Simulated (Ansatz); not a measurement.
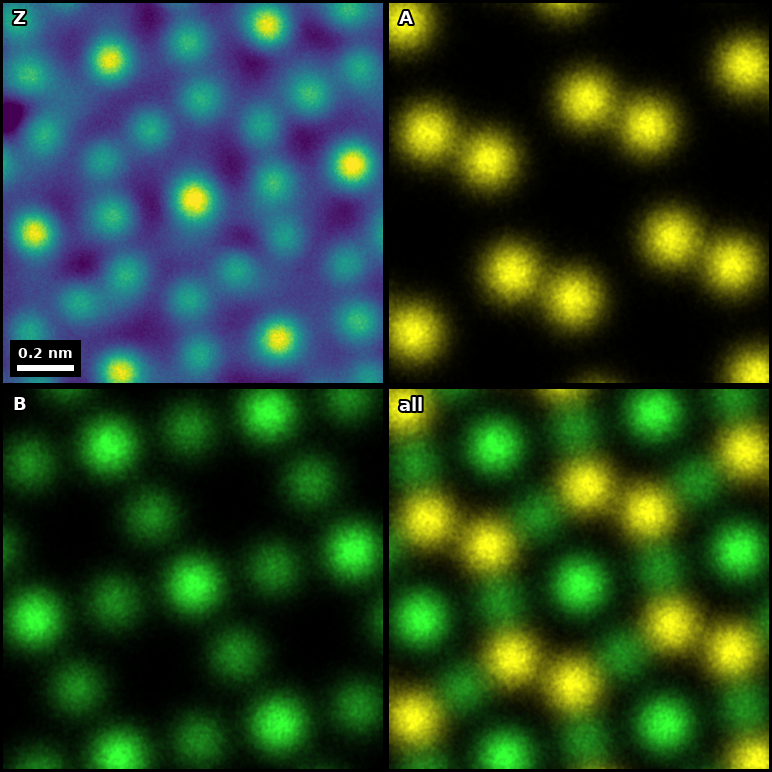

KSc$_{2}$ (Fd-3m, No. 227) along [110]. Panel Z: The image is simulated as a sum over atoms of Z^1.7, blurred by a 1.20 Å probe (no channelling). The display is stretched by a gamma of 0.8; percentages refer to the linear signal. Shot noise and the speckle of an amorphous layer were added. The other panels are simulated element maps (the number of atoms of one element along the beam, blurred by 1.6 Å, with counting noise; each on its own scale, no channelling); the last overlays them. Structure: coordinates from a relaxation with DFT PBE, scalar-relativistic, plane waves, PAW in Ansatz 0.2.0; the starting structure was generated, so it need not be a known form of this composition.

```
K Sc
1.0
     9.45912    0.00000    0.00000
     0.00000    9.45912    0.00000
     0.00000    0.00000    9.45912
K Sc
8 16
Direct
  0.00000 0.00000 0.50000
  0.25000 0.75000 0.25000
  0.00000 0.50000 0.00000
  0.25000 0.25000 0.75000
  0.50000 0.00000 0.00000
  0.75000 0.75000 0.75000
  0.50000 0.50000 0.50000
  0.75000 0.25000 0.25000
  0.12500 0.12500 0.12500
  0.62500 0.87500 0.37500
  0.87500 0.87500 0.12500
  0.37500 0.12500 0.37500
  0.12500 0.62500 0.62500
  0.62500 0.37500 0.87500
  0.87500 0.37500 0.62500
  0.37500 0.62500 0.87500
  0.62500 0.12500 0.62500
  0.12500 0.87500 0.87500
  0.37500 0.87500 0.62500
  0.87500 0.12500 0.87500
  0.62500 0.62500 0.12500
  0.12500 0.37500 0.37500
  0.37500 0.37500 0.12500
  0.87500 0.62500 0.37500
```

Question: Which element does each lettered map show?

Answer: A: K, B: Sc. The projected cell (5.79 × 5.79 Å, 109°) holds 5 columns: 3 of Sc and 2 of K. No column is shared by two of the mapped elements.
